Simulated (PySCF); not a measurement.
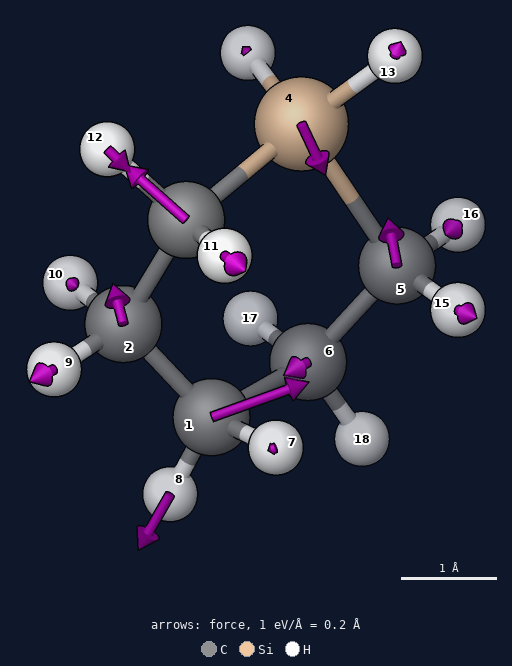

Starting geometry of C$_{5}$H$_{12}$Si with the computed forces as purple arrows. A ball-and-stick model, seen at a tilt.

The start comes from GFN2-xTB. Its atoms were then displaced at random by about 0.03 Å.

Theory: PBE0-D3(BJ)/def2-SVP geometry optimisation, gas phase (PySCF). 

Is this structure relaxed? If not, where do the atoms go?

It isn't relaxed: the largest force vector, on a C atom, is 5.61 eV/Å. The final displacements follow the starting forces only in part (cosine between the two patterns 0.54). The atom that moves furthest after the best rigid fit is an H atom (0.13 Å). By element the largest moves are H 0.13 Å, Si 0.12 Å, C 0.09 Å. Near-neighbour distances that change, for instance: C–Si 2.012 → 1.887 Å, C–C 1.624 → 1.530 Å, C–H 1.013 → 1.102 Å, C–C 1.446 → 1.530 Å. Bond angles that change, for instance: C–Si–H 104.7° → 112.3°, H–Si–H 114.4° → 108.0°, C–C–H 102.8° → 109.1°. Over 7 geometry steps the energy falls by 23.1 kcal/mol.
